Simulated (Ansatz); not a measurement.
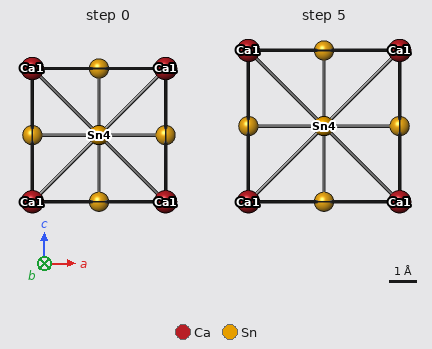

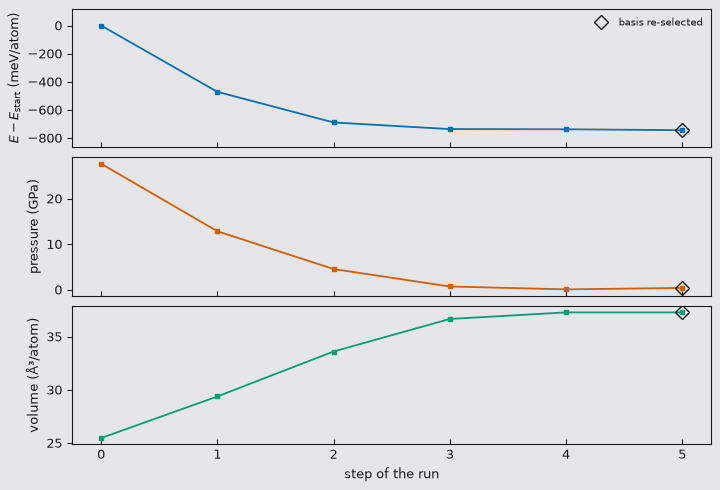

First and last geometry of a relaxation of solid CaSn₄ (a generated structure, set up in Pm-3m) (coarse preliminary run), with the history of the run. A ball-and-stick model of the cell of the calculation, seen along the b axis.

These are results of DFT PBE, scalar-relativistic, plane waves, PAW (Ansatz), not measurements.

Input file:
```yaml
crystal:
  lattice:
    - [5.03055659, 0.0, 0.0]
    - [0.0, 5.03055659, 0.0]
    - [0.0, 0.0, 5.03055659]
  atoms:
    - { symbol: Ca, position: [0.0, 0.0, 0.0] }
    - { symbol: Sn, position: [0.5, 0.5, 0.5] }
    - { symbol: Sn, position: [0.0, 0.5, 0.5] }
    - { symbol: Sn, position: [0.5, 0.0, 0.5] }
    - { symbol: Sn, position: [0.5, 0.5, 0.0] }
basis:
  ecutwfc: 420
kpoints:
  mp_grid: { grid: [4, 4, 4] }
hamiltonian:
  xc: pbe
scf:
  occupations: { method: gaussian, width: 0.1 }
  lower_state_search: "off"
output:
  forces: true
  stress: true
  eigenvalues: true
relax:
  adjacent_minimum: "off"
  f_tol: 0.04
  max_steps: 70
  cell: { stress_tol: 0.4 }
```

Launched with:
```bash
ansatz run input.yaml --threads 1 --pin off --max-ram 2048MiB --backend cpu --events-out ev --progress --plain --runs-dir out
```

Read the history and describe the run.

Answer. It converged. No atom moves by more than 0.005 Å relative to the cell. Cell: a = b = c 5.031 → 5.712 Å (+13.5 %). Volume +46.4 %. Among the contacts that change: Ca1–Sn3 3.557 → 4.039 Å, Sn2–Sn3 2.515 → 2.856 Å. The space group stays Pm-3m (No. 221). Over 4 accepted moves (5 points after the start) the energy falls by 745 meV per atom. All forces vanish by symmetry, so only the cell relaxes. The pressure goes from 27.66 to 0.38 GPa. At 1 point the geometry stayed and the basis and grid were re-selected for the new cell (energy shift of 6.6 meV per atom at most each time).

```
step  E − E(0), meV/atom  pressure, GPa  volume, Å³/atom                      note
   0                0.00          27.66           25.461                          
   1             -471.86          12.83           29.369                          
   2             -689.85           4.53           33.596                          
   3             -736.98           0.70           36.655                          
   4             -738.32           0.07           37.271                          
   5             -744.87           0.38           37.271  same geometry, new basis
```
